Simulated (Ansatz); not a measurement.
A series of calculations on CH$_{4}$N$_{2}$Si

## 1. Relaxation

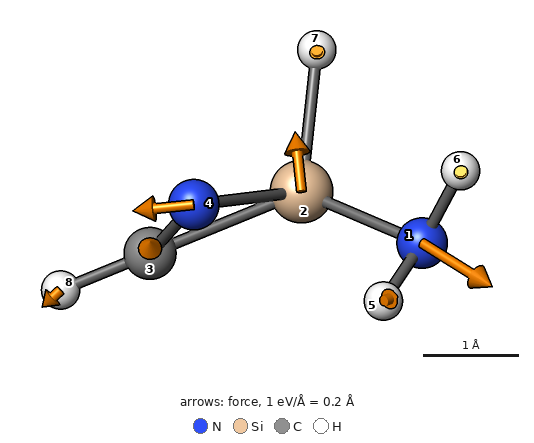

Starting geometry of CH₄N₂Si with the computed forces as orange arrows. The picture is a ball-and-stick view, seen at a tilt.

The run prepares an end point of a later path (torsion) calculation, from a guessed geometry.

Computed with RKS B3LYP-D4/def2-SVP (Ansatz). Set-up: no spin polarisation; force threshold 0.015 eV/Å; at most 40 steps.

**What follows when this structure is relaxed?**

It isn't relaxed: the largest force vector, on N1, is 5.13 eV/Å. The final displacements follow the starting forces only in part (cosine between the two patterns 0.40). N4 moves most after the best rigid fit: 0.70 Å. By element the largest moves are N 0.70 Å, Si 0.51 Å, H 0.49 Å, C 0.13 Å. Among the contacts that change: N1–Si2 1.635 → 1.712 Å, C3–H8 1.067 → 1.106 Å, N1–H5 1.051 → 1.015 Å, Si2–H7 1.507 → 1.476 Å. Bond angles that change, for instance: N1–Si2–N4 92.8° → 123.3°, Si2–N1–H5 106.0° → 121.8°, N4–Si2–H7 102.6° → 117.5°. Over 11 accepted moves (12 points after the start) the energy falls by 1.592 eV. Largest force component: 3.4 eV/Å at the start, 0.01 eV/Å at the end. The line search rejected the trial step at point 5 of the run.

## 2. Relaxation

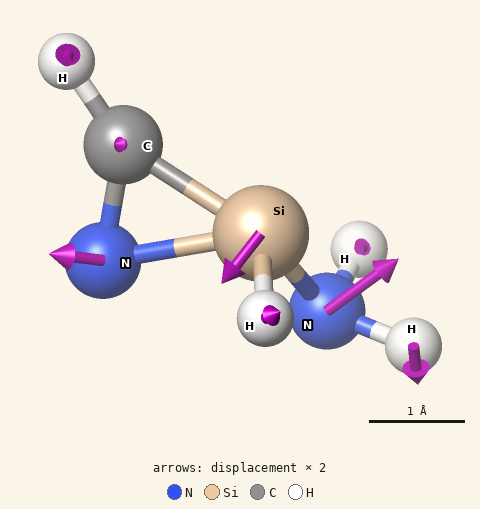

This is a relaxation of CH4N2Si. The starting structure is drawn; purple arrows show the displacements, magnified 2 times. The two geometries are superimposed by the best rigid fit.

The picture is a ball-and-stick view, seen from a free direction.

The run prepares an end point of a later path (torsion) calculation, from a guessed geometry.

The calculation used RKS B3LYP-D4/def2-SVP in Ansatz 0.2.0.

The input:
```yaml
crystal:
  periodic: [false, false, false]
  atoms:
    - { symbol: "N", position_ang: [-0.6297, 1.3244, 0.025] }
    - { symbol: Si, position_ang: [0.2642, 0.1215, 0.6787] }
    - { symbol: C, position_ang: [1.50911, 0.5192, 1.84356] }
    - { symbol: "N", position_ang: [0.38438, 0.9552, 2.27032] }
    - { symbol: H, position_ang: [-1.2076, 0.8779, -0.7313] }
    - { symbol: H, position_ang: [-0.0379, 1.9579, -0.5342] }
    - { symbol: H, position_ang: [-0.67198, -1.02135, 0.97702] }
    - { symbol: H, position_ang: [2.49104, 0.4144, 2.24737] }
basis:
  gaussian: { orbitals: def2-SVP }
hamiltonian:
  xc: b3lyp
  dispersion: d4
relax:
  f_tol: 0.015
  max_steps: 40
```

Run as
```bash
ansatz run input.yaml --threads 1 --pin off --max-ram 2048MiB --backend cpu --events-out ev --progress --plain --runs-dir out
```

Q: Which element moves most?

A: Nitrogen: up to 0.49 Å, against 0.34 Å for silicon.

Q: What did the optimiser do to the structure, and how much energy did it gain?

A: The largest move after the best rigid fit is that of N1, 0.49 Å. Largest moves by element: N 0.49 Å, Si 0.34 Å, H 0.28 Å, C 0.07 Å. Among the contacts that change: N1–Si2 1.635 → 1.712 Å, C3–H8 1.067 → 1.106 Å, N1–H5 1.051 → 1.015 Å, Si2–H7 1.507 → 1.476 Å. Among the angles between lasting bonds that change: N1–Si2–N4 92.8° → 123.2°, N4–Si2–H7 102.6° → 117.6°, Si2–N1–H5 106.0° → 120.9°. Over 10 accepted moves (13 points after the start) the energy falls by 139.5 kJ/mol. The largest force component goes from 5.1 to 0.0063 eV/Å. The line search rejected the trial steps at points 3, 7, 12 of the run.

## 3. Path

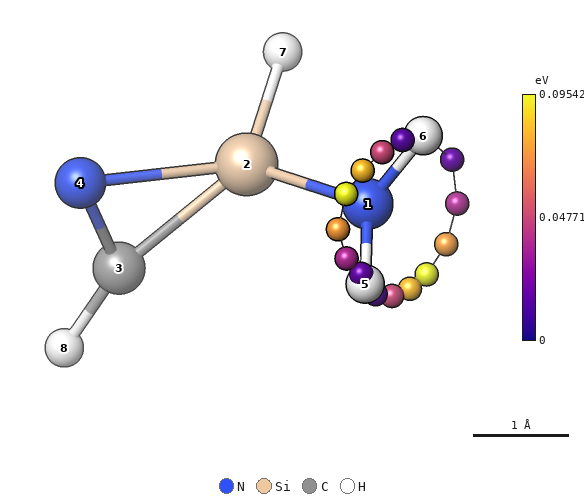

A nudged-elastic-band calculation for CH₄N₂Si. Images are numbered from 0 (start) to 8 (end). The start is drawn whole; smaller spheres mark the moving atoms (H) in the later images, joined by lines and coloured by the energy of the image relative to the start. A ball-and-stick model, seen at a tilt.

Level of theory: Ansatz, RKS B3LYP-D4/def2-SVP.

Input file:
```yaml
crystal:
  periodic: [false, false, false]
  atoms:
    - { symbol: "N", position_ang: [-0.600652, 1.360907, -0.140812] }
    - { symbol: Si, position_ang: [0.482786, 0.085604, 0.222903] }
    - { symbol: C, position_ang: [0.027687, -1.634517, 0.214852] }
    - { symbol: "N", position_ang: [0.710851, -1.357931, -0.844847] }
    - { symbol: H, position_ang: [-1.524675, 1.184815, -0.521088] }
    - { symbol: H, position_ang: [-0.255693, 2.282484, -0.390844] }
    - { symbol: H, position_ang: [1.676272, 0.62367, 0.903671] }
    - { symbol: H, position_ang: [-0.424577, -2.602133, 0.500364] }
basis:
  gaussian: { orbitals: def2-SVP }
hamiltonian:
  xc: b3lyp
  dispersion: d4
neb:
  order_check: false
  images: 7
  f_tol: 0.05
  max_iterations: 60
  initial_path: idpp
  final_atoms:
    - { symbol: "N", position_ang: [-0.60124233, 1.35976648, -0.14280611] }
    - { symbol: Si, position_ang: [0.48145531, 0.08462065, 0.22314418] }
    - { symbol: C, position_ang: [0.02794928, -1.63586141, 0.21388017] }
    - { symbol: "N", position_ang: [0.7125788, -1.35736173, -0.84470402] }
    - { symbol: H, position_ang: [-0.25573089, 2.28528929, -0.37641341] }
    - { symbol: H, position_ang: [-1.52087451, 1.18613586, -0.53465766] }
    - { symbol: H, position_ang: [1.67134899, 0.62488065, 0.90885404] }
    - { symbol: H, position_ang: [-0.42348565, -2.60457079, 0.49690181] }
```

Run as
```bash
ansatz run input.yaml --threads 1 --pin off --max-ram 2048MiB --backend cpu --events-out ev --progress --plain --runs-dir out
```

Q: What moves, how far, and at what cost in energy?

A: The motion is a rotation about the N1–Si2 bond. No bond forms or breaks between the ends. Among the angles between lasting bonds that change up to the highest image: N1–Si2–N4 123.3° → 118.6°, N1–Si2–H7 109.8° → 114.2°. The barrier is about 0.095 eV in both directions, with image 4 at the top; the ends have the same energy. The band converged in 8 iterations. The largest component of the band force went from 0.92 to 0.036 eV/Å. The climbing image converged on the top of the path. Its vibrational analysis gives one imaginary mode (213i cm⁻¹), as a transition state must have.
